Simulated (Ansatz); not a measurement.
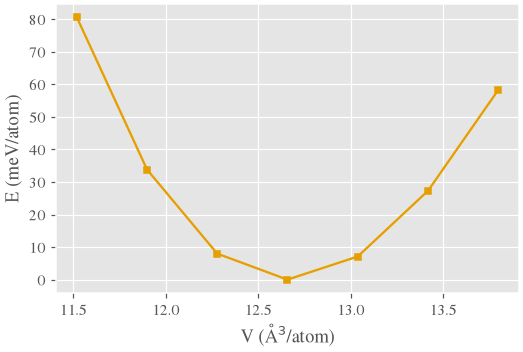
*KTaO3 (cubic perovskite, Pm-3m) under volume change, HSE06 (plane waves, PAW; program Ansatz), scaled uniformly.*

Q: What does a third-order Birch–Murnaghan fit give for V₀, B₀ and B′?

A: V₀ = 12.66 Å³/atom, B₀ = 213 GPa, B′ = 4.4.

The cell was relaxed with HSE06 under the symmetry of its start. No spin polarisation was allowed. Spin–orbit coupling is left out wherever it is not named.

Potentials: the earlier of the program's two PAW sets. The files were generated under PBE; for other functionals the program regenerates the frozen cores, and for LDA and PBEsol the local potential too.
